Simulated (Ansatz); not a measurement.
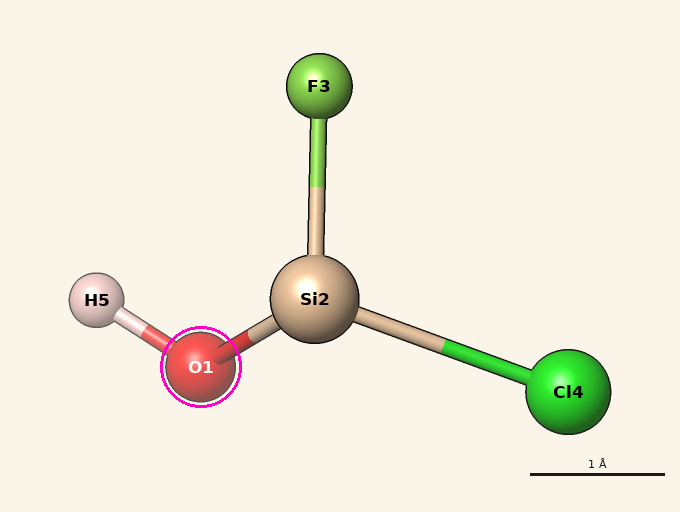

Simulated data, not a measurement (program: Ansatz).

Orthographic view. Atoms fade into the background with distance from the viewer. State: neutral, doublet. Geometry: moved along internal coordinates away from the minimum.

> Which atoms are bonded to the circled atom?

The circled atom is O1; it is bonded to Si2, H5.

> Of O1 and Si2, which is nearer the viewer?

Si2; the bond to O1 points away from the viewer, so it looks shorter than its 1.63 Å.

> Which two atoms are farthest apart in space?

Cl4 and H5, 3.83 Å.
